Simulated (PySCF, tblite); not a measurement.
# C6H11O2 radical: geometry, infrared bands and EPR parameters

Wanted: the infrared bands and EPR parameters of C6H11O2 radical (`C=C(OC)[C@@H](C)C[O]`), by calculation.

The runs use tblite 0.8.0 and PySCF 2.14.0, with density-fitted response routines of our own; the level of theory stands in each step. All values are computed, except where a source is named. Atoms are numbered from 0 throughout.

### 1 The molecule as given

19 atoms, charge 0, multiplicity 2; geometry from: force field or distance geometry start.

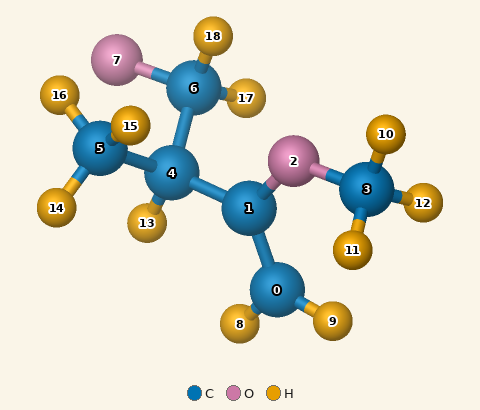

The starting geometry (carbon blue, oxygen pink, hydrogen amber), atoms numbered.

### 2 Geometry optimisation with GFN2-xTB

Job settings and geometry (Å):

```
{"job": {"kind": "relax", "xc": "GFN2-xTB", "basis": "xTB"}, "charge": 0, "multiplicity": 2}
C      0.863900    -0.201800     1.683000
C      0.363100    -0.057000     0.446700
O      1.221700     0.018300    -0.615600
C      2.623500    -0.000600    -0.568600
C     -1.099400    -0.002800     0.287800
C     -1.493100     1.296000    -0.397400
C     -1.614000    -1.121000    -0.609500
O     -2.985400    -0.967800    -0.698500
H      0.137300    -0.261200     2.482400
H      1.910100    -0.252000     1.898000
H      2.997600     0.079400    -1.614200
H      3.052500     0.836900     0.043800
H      2.959500    -0.986800    -0.146300
H     -1.575200    -0.072200     1.284300
H     -1.637300     2.118900     0.370500
H     -0.706700     1.595100    -1.105000
H     -2.464300     1.095200    -0.917100
H     -1.374100    -2.124700    -0.200000
H     -1.189500    -0.982700    -1.631800
```

Run with:

```bash
$ OMP_NUM_THREADS=1 python probes_run.py task.json out
```

The driver reads the jobs from task.json and runs them one after another.

What it wrote:

```text
step      E/eV     max force
  0    -719.66378    2.760
  1    -719.95803    1.314
  2    -720.04117    0.946
  3    -720.08834    0.500
  4    -720.12275    0.458
  5    -720.14725    0.417
  6    -720.16883    0.379
  7    -720.18389    0.260
  8    -720.19415    0.325
  9    -720.20281    0.287
 10    -720.21022    0.216
 11    -720.21645    0.189
 12    -720.22269    0.240
 13    -720.22968    0.298
 14    -720.23712    0.251
 15    -720.24358    0.166
 16    -720.24832    0.180
 17    -720.25224    0.198
 18    -720.25603    0.161
 19    -720.25931    0.122
 20    -720.26193    0.128
 21    -720.26416    0.128
 22    -720.26636    0.105
 23    -720.26866    0.125
 24    -720.27079    0.113
 25    -720.27234    0.107
 26    -720.27335    0.072
 27    -720.27423    0.070
 28    -720.27531    0.094
 29    -720.27658    0.114
 30    -720.27792    0.100
 31    -720.27918    0.073
 32    -720.28024    0.065
 33    -720.28101    0.071
 34    -720.28151    0.055
 35    -720.28185    0.045
 36    -720.28219    0.042
 37    -720.28255    0.049
 38    -720.28287    0.048
 39    -720.28311    0.048
 40    -720.28334    0.037
 41    -720.28361    0.046
 42    -720.28390    0.050
 43    -720.28415    0.032
 44    -720.28434    0.036
 45    -720.28452    0.037
 46    -720.28475    0.055
 47    -720.28499    0.047
 48    -720.28521    0.030
 49    -720.28539    0.032
 50    -720.28557    0.043
 51    -720.28578    0.049
 52    -720.28595    0.031
 53    -720.28606    0.026
 54    -720.28613    0.021
 55    -720.28620    0.022
 56    -720.28625    0.015
 57    -720.28627    0.012
 58    -720.28629    0.011
 59    -720.28631    0.012
 60    -720.28632    0.009
```

Run time: 0.34 s. Hardware: 1 thread of Arm Neoverse V2, shared host.

Relaxation path: (not every step is listed)

| step | energy from step 0 (eV) | largest force (eV/Å) |
| --- | --- | --- |
| 0 | 0.0000 | 2.7602 |
| 1 | -0.2943 | 1.3137 |
| 2 | -0.3774 | 0.9458 |
| 3 | -0.4246 | 0.4998 |
| 4 | -0.4590 | 0.4577 |
| 5 | -0.4835 | 0.4173 |
| 6 | -0.5050 | 0.3792 |
| 7 | -0.5201 | 0.2599 |
| 8 | -0.5304 | 0.3251 |
| 12 | -0.5589 | 0.2396 |
| 16 | -0.5845 | 0.1799 |
| 20 | -0.5982 | 0.1280 |
| 24 | -0.6070 | 0.1127 |
| 28 | -0.6115 | 0.0941 |
| 32 | -0.6165 | 0.0653 |
| 36 | -0.6184 | 0.0418 |
| 40 | -0.6196 | 0.0375 |
| 44 | -0.6206 | 0.0364 |
| 48 | -0.6214 | 0.0300 |
| 52 | -0.6222 | 0.0314 |
| 55 | -0.6224 | 0.0224 |
| 56 | -0.6225 | 0.0153 |
| 57 | -0.6225 | 0.0121 |
| 58 | -0.6225 | 0.0110 |
| 59 | -0.6225 | 0.0119 |
| 60 | -0.6225 | 0.0091 |

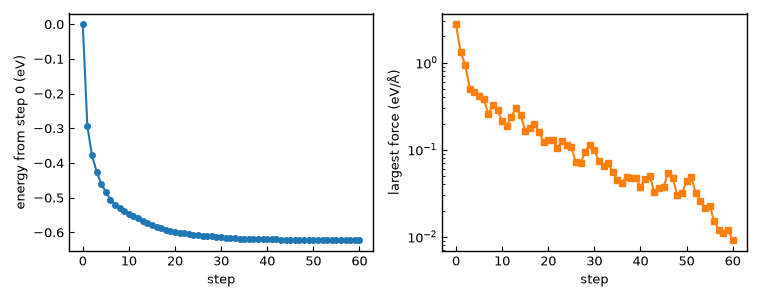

Energy and force, step by step.

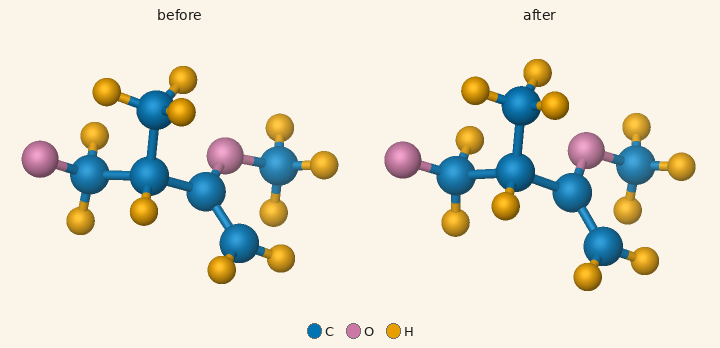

Before and after, at one scale.

Close pairs (by a distance rule), those that changed most:

| bond | before (Å) | after (Å) | change (Å) |
| --- | --- | --- | --- |
| C6–O7 | 1.383 | 1.301 | -0.082 |
| C4–C6 | 1.523 | 1.590 | +0.067 |
| C5–H14 | 1.135 | 1.088 | -0.047 |
| C5–H16 | 1.120 | 1.087 | -0.032 |
| C3–H12 | 1.124 | 1.094 | -0.030 |
| C3–H11 | 1.123 | 1.094 | -0.028 |
| C3–H10 | 1.113 | 1.089 | -0.025 |
| C1–C4 | 1.472 | 1.496 | +0.023 |

The next job starts from the end point, and lists it.

### 3 Vibrational analysis with GFN2-xTB

Job settings and geometry (Å):

```
{"job": {"kind": "ir", "xc": "GFN2-xTB", "basis": "xTB"}, "charge": 0, "multiplicity": 2}
C      0.879852    -0.260654     1.737166
C      0.367580    -0.015832     0.528928
O      1.073791     0.132647    -0.620069
C      2.470953    -0.037657    -0.576130
C     -1.103324     0.091490     0.280624
C     -1.502087     1.383144    -0.417873
C     -1.529717    -1.158541    -0.605476
O     -2.801225    -1.201717    -0.877446
H      0.229509    -0.382425     2.582218
H      1.935171    -0.314355     1.932964
H      2.815610     0.057723    -1.604409
H      2.944821     0.733114     0.039301
H      2.738233    -1.025534    -0.189317
H     -1.650356    -0.010149     1.220793
H     -1.416184     2.225934     0.264854
H     -0.866028     1.561529    -1.281146
H     -2.534480     1.299650    -0.748507
H     -1.128909    -2.089116    -0.142617
H     -0.933014    -0.979999    -1.531322
```

What it wrote:

```text
mode    cm-1     km/mol
  1      48.0      1.21
  2      95.3      0.58
  3     117.5     10.60
  4     179.5      6.07
  5     204.2      0.18
  6     223.9      1.91
  7     233.8      0.99
  8     274.7      1.85
  9     335.4      1.05
 10     358.7     11.70
 11     479.4     12.98
 12     586.8     10.86
 13     605.5      8.33
 14     671.2     90.20
 15     674.2    121.41
 16     825.4     70.37
 17     833.9      4.54
 18     850.3     20.03
 19     935.3     31.66
 20     986.5    134.31
 21    1023.1     44.06
 22    1081.5     19.69
 23    1096.4     76.58
 24    1111.6     36.74
 25    1120.3      1.73
 26    1152.6     20.48
 27    1166.4     11.39
 28    1220.1     36.52
 29    1254.6    102.50
 30    1284.4     52.83
 31    1303.9     27.18
 32    1380.6     14.94
 33    1392.3      4.14
 34    1397.8      6.25
 35    1412.4     14.48
 36    1464.8      5.21
 37    1481.3      4.38
 38    1481.5     11.83
 39    1484.1      2.51
 40    1642.5    203.12
 41    2620.6     17.55
 42    2707.3     77.83
 43    2942.4     28.34
 44    2955.4     30.09
 45    2966.7     19.48
 46    3029.4     16.75
 47    3030.0     12.53
 48    3046.5      4.63
 49    3048.6     18.95
 50    3134.3      6.52
 51    3166.1     15.65
```

Wall time 0.54 s (1 thread of Arm Neoverse V2, shared host).

The strongest bands and the atoms that carry them (share of the mass-weighted mode):

| cm⁻¹ | km/mol | atoms |
| --- | --- | --- |
| 671 | 90.2 | H8 40 %, H9 38 % |
| 674 | 121.4 | C6 32 %, C4 31 %, C1 10 % |
| 825 | 70.4 | H8 29 %, H9 27 %, C0 18 % |
| 986 | 134.3 | H14 25 %, C5 15 %, H18 15 % |
| 1096 | 76.6 | O2 40 %, C3 25 % |
| 1255 | 102.5 | C1 33 %, H13 27 % |
| 1642 | 203.1 | C1 53 %, C0 38 % |
| 2707 | 77.8 | H17 84 %, H18 12 % |

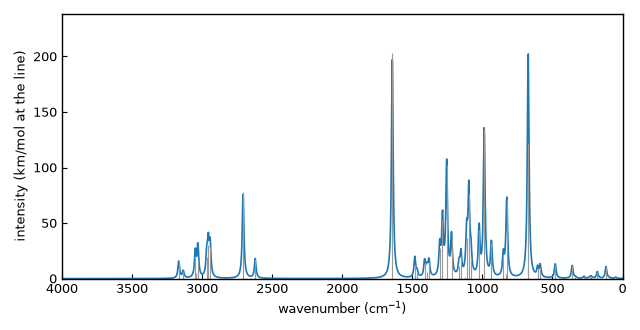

The infrared spectrum from these modes, unscaled. Lines are broadened to a width of 14 cm⁻¹ (Lorentzian).

### 4 g tensor and hyperfine couplings: B3LYP/pcH-1

Settings changed since step 3:

```diff
@@ -1,2 +1,2 @@
-{"job": {"kind": "ir", "xc": "GFN2-xTB", "basis": "xTB"}, "charge": 0, "multiplicity": 2}
+{"job": {"kind": "epr", "basis": "pcH-1"}, "charge": 0, "multiplicity": 2}
 C      0.879852    -0.260654     1.737166
```

Level: UKS B3LYP, pcH-1 on C H O, non-relativistic, mean-field spin-orbit, GIAO.

What it wrote:

```text
UKS, coarse grid
  cycle   1  E = -385.28198556  |g| = 8.03e-01
  cycle   2  E = -375.32043432  |g| = 3.14e+00
  cycle   3  E = -385.53306155  |g| = 4.30e-01
  cycle   4  E = -385.54531815  |g| = 4.48e-01
  cycle   5  E = -385.61775330  |g| = 1.81e-01
  cycle   6  E = -385.62997894  |g| = 1.22e-01
  cycle   7  E = -385.63616704  |g| = 4.24e-02
  cycle   8  E = -385.63710797  |g| = 1.70e-02
  cycle   9  E = -385.63726974  |g| = 3.98e-03
  cycle  10  E = -385.63730613  |g| = 2.48e-03
  cycle  11  E = -385.63733170  |g| = 2.08e-03
  cycle  12  E = -385.63736788  |g| = 1.54e-03
  cycle  13  E = -385.63741082  |g| = 1.38e-03
  cycle  14  E = -385.63743568  |g| = 1.12e-03
  cycle  15  E = -385.63746912  |g| = 8.40e-04
  cycle  16  E = -385.63748393  |g| = 4.78e-04
  cycle  17  E = -385.63748804  |g| = 2.73e-04
UKS, final grid
  cycle   1  E = -385.63749504  |g| = 3.93e-04
  cycle   2  E = -385.63749491  |g| = 7.70e-04
  cycle   3  E = -385.63749521  |g| = 9.89e-05
  cycle   4  E = -385.63749527  |g| = 9.34e-05
  cycle   5  E = -385.63749538  |g| = 7.83e-05
  cycle   6  E = -385.63749553  |g| = 5.72e-05
  cycle   7  E = -385.63749564  |g| = 4.09e-05
  cycle   8  E = -385.63749566  |g| = 1.63e-05
  cycle   9  E = -385.63749566  |g| = 1.38e-05
E = -385.63749566 Eh   <S^2> = 0.7546 (exact 0.7500)
g shifts (ppm)      1          2          3
  rmc          -273       -273       -273
  gc             -8         19         46
  oz_so          45       5690      46484
  total        -235       5437      46258
hyperfine (MHz)  atom isotope    a_iso     a_fc   dipolar eigenvalues
    0   13C       5.19       5.19     -4.29     -3.65      7.94
    1   13C      -1.84      -1.84     -3.80      0.54      3.26
    2   17O      -4.94      -4.94     -2.15      0.51      1.64
    3   13C       0.15       0.15     -0.23     -0.20      0.43
    4   13C      31.43      31.43     -7.96     -7.55     15.52
    5   13C      -3.02      -3.02     -0.77     -0.59      1.36
    6   13C     -45.08     -45.08     -8.20      2.39      5.81
    7   17O     -47.68     -47.68   -243.01    120.67    122.33
    8    1H      -2.88      -2.88     -1.38     -0.11      1.49
    9    1H      -2.15      -2.15     -2.29     -0.56      2.85
   10    1H       0.02       0.02     -0.63     -0.46      1.09
   11    1H       0.24       0.24     -0.55     -0.34      0.88
   12    1H      -0.34      -0.34     -0.66     -0.44      1.10
   13    1H       1.28       1.28     -5.73     -1.31      7.04
   14    1H       4.58       4.58     -1.32     -1.25      2.57
   15    1H       0.37       0.37     -1.95     -1.88      3.84
   16    1H       2.64       2.64     -3.59     -3.49      7.08
   17    1H      34.76      34.76     -6.78     -4.06     10.85
   18    1H     334.82     334.82     -8.27     -4.51     12.78
```

Run time: 1.7 min. Hardware: 1 thread of Arm Neoverse V2, shared host; peak memory 0.97 GiB.

Principal g values 2.00208, 2.00776, 2.04858; g(iso) = 2.01947, against 2.00232 for a free electron. They are not to be trusted: the run shows a large g shift, which the driver flags as unsure.

Hyperfine couplings; where a row names several nuclei, a(iso) is their mean (it holds for fast rotation or exchange) and the dipolar term the largest among them:

| nuclei | isotope | a(iso) (MHz) | a(iso) (G, at g = 2.0023) | largest dipolar term (MHz) |
| --- | --- | --- | --- | --- |
| H18 | 1H | 334.8 | 119.5 | 12.8 |
| O7 | 17O | -47.7 | -17.0 | -243.0 |
| C6 | 13C | -45.1 | -16.1 | -8.2 |
| H17 | 1H | 34.8 | 12.4 | 10.8 |
| C4 | 13C | 31.4 | 11.2 | 15.5 |
| C0 | 13C | 5.2 | 1.9 | 7.9 |
| O2 | 17O | -4.9 | -1.8 | -2.2 |
| C5 | 13C | -3.0 | -1.1 | 1.4 |
| H8 | 1H | -2.9 | -1.0 | 1.5 |
| H14, H15, H16 | 1H | 2.5 | 0.9 | 7.1 |
| H9 | 1H | -2.1 | -0.8 | 2.8 |
| C1 | 13C | -1.8 | -0.7 | -3.8 |
| H13 | 1H | 1.3 | 0.5 | 7.0 |
| C3 | 13C | 0.1 | 0.1 | 0.4 |

Mulliken spin populations:

C0 0.05; C1 -0.02; O2 0.00; C3 0.00; C4 0.06; C5 0.00; C6 -0.07; O7 0.80; H8 0.00; H9 0.00; H10 0.00; H11 0.00; H12 0.00; H13 0.01; H14 0.00; H15 0.00; H16 0.00; H17 0.01; H18 0.15

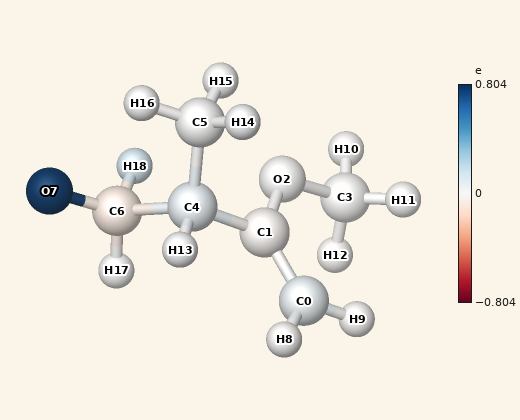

Mulliken spin populations, as colours on the atoms.

The fields below are evaluated on a grid from the run's orbitals.

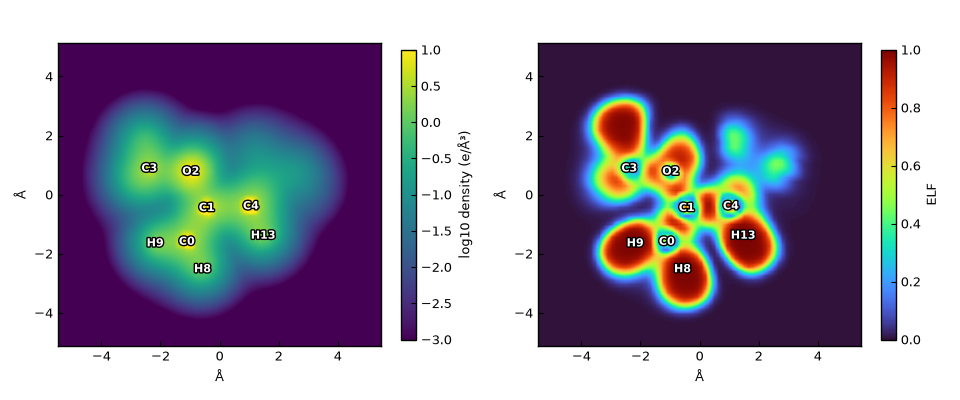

Density (left) and ELF (right) in a plane through or near 8 of the atoms.

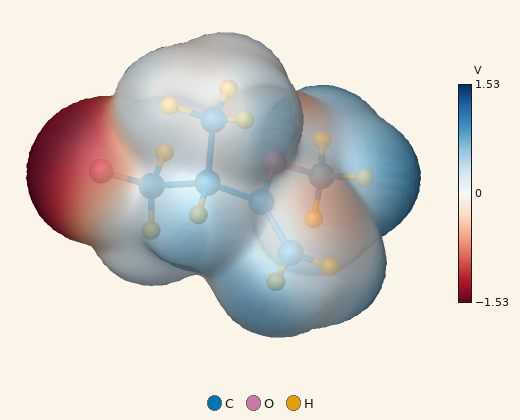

The potential that a unit positive charge feels on the 0.002 e/bohr³ surface, from -1.53 V near O7 to 1.04 V near H10.

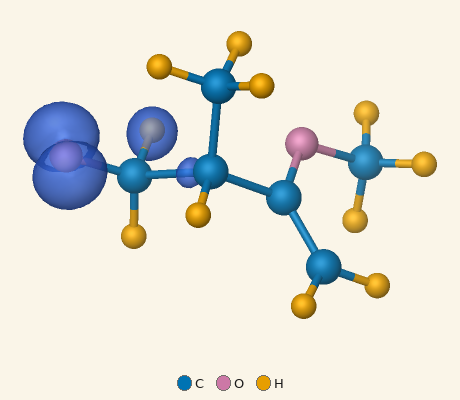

Spin density at ±0.09 e/Å³ (alpha excess blue, beta excess red).

### 5 Results

```
                                 quantity                                            value
strongest single infrared mode (GFN2-xTB)                            1642 cm⁻¹, 203 km/mol
             zero-point energy (GFN2-xTB)                                    97.4 kcal/mol
                           g(iso) (B3LYP)                                          2.01947
                                     ⟨S²⟩                               0.755 (exact 0.75)
       largest a(iso) (averaged by class)                             1H on H18, 334.8 MHz
    surface potential, least and greatest                               -1.53 V and 1.04 V
            property runs in this session  1, of which 0 failed and 1 gave unsound results
```

**Reading.** Relaxing lowered the energy by 0.623 eV in 60 steps; the close pair that moved most is C6–O7, from 1.383 to 1.301 Å. No mode is imaginary among the 51: a minimum at this level. The strongest single mode, at 1642 cm⁻¹, moves mainly C1 and C0. GFN2-xTB is a fitted tight-binding method: band positions and strengths are rough. Its intensities can rank the bands wrongly. Most of the unpaired spin sits on O7 (0.80 e). The isotropic g lies 17.2 ppt above the free-electron value. These values are not to be trusted: the run shows a large g shift, which the driver flags as unsure.
